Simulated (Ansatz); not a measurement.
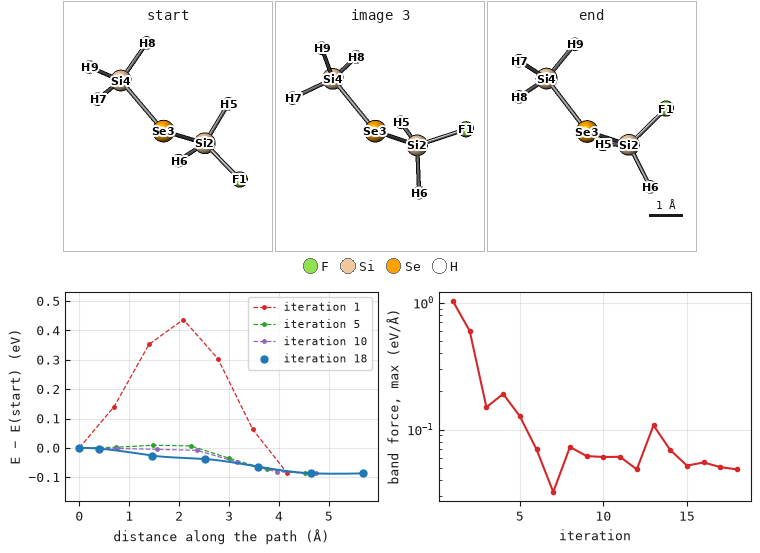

A nudged-elastic-band calculation for Si₂H₅SeF. Images are numbered from 0 (start) to 6 (end). The plot follows the band through its iterations. Style: ball-and-stick. Shown from a free direction.

Theory: Ansatz 0.2.0, RKS PBE0/def2-SVP.

The input:
```yaml
crystal:
  periodic: [false, false, false]
  atoms:
    - { symbol: F, position_ang: [-1.928696, 2.473883, 0.391686] }
    - { symbol: Si, position_ang: [-0.637464, 1.505542, 0.238181] }
    - { symbol: Se, position_ang: [-1.443887, -0.594279, -0.093319] }
    - { symbol: Si, position_ang: [0.620546, -1.575176, -0.251462] }
    - { symbol: H, position_ang: [0.160976, 1.969827, -0.929434] }
    - { symbol: H, position_ang: [0.161836, 1.587104, 1.491485] }
    - { symbol: H, position_ang: [1.405893, -1.377359, 1.003332] }
    - { symbol: H, position_ang: [1.396487, -1.012292, -1.396608] }
    - { symbol: H, position_ang: [0.353008, -3.023549, -0.470862] }
basis:
  gaussian: { orbitals: def2-SVP }
hamiltonian:
  xc: pbe0
neb:
  order_check: false
  images: 5
  f_tol: 0.05
  max_iterations: 60
  initial_path: idpp
  final_atoms:
    - { symbol: F, position_ang: [-2.11546627, 1.25914453, -0.19708597] }
    - { symbol: Si, position_ang: [-0.59485378, 1.54412066, 0.29839081] }
    - { symbol: Se, position_ang: [0.20952735, -0.15940907, 1.55199413] }
    - { symbol: Si, position_ang: [0.66632584, -1.55890504, -0.20952883] }
    - { symbol: H, position_ang: [0.22482373, 1.73380808, -0.92864474] }
    - { symbol: H, position_ang: [-0.60978299, 2.74442919, 1.17373448] }
    - { symbol: H, position_ang: [1.07950106, -2.85409505, 0.39951362] }
    - { symbol: H, position_ang: [1.77312725, -1.00764548, -1.04516931] }
    - { symbol: H, position_ang: [-0.54450319, -1.74774682, -1.0602052] }
```

Launched with:
```bash
ansatz run input.yaml --threads 2 --pin off --max-ram 3072MiB --backend cpu --events-out ev --progress --plain --runs-dir out
```

Q: Judge this run.

A: The run is converged, with reservations. The band converged in 18 iterations. The largest component of the band force went from 1 to 0.049 eV/Å. The first iteration put the highest image at 0.437 eV. No barrier shows: the energy is highest at the start, and the end lies 0.087 eV below the start.

Cost: 3.3 min on 2 threads of Arm Neoverse V2, on a shared host, peak memory 0.25 GiB.
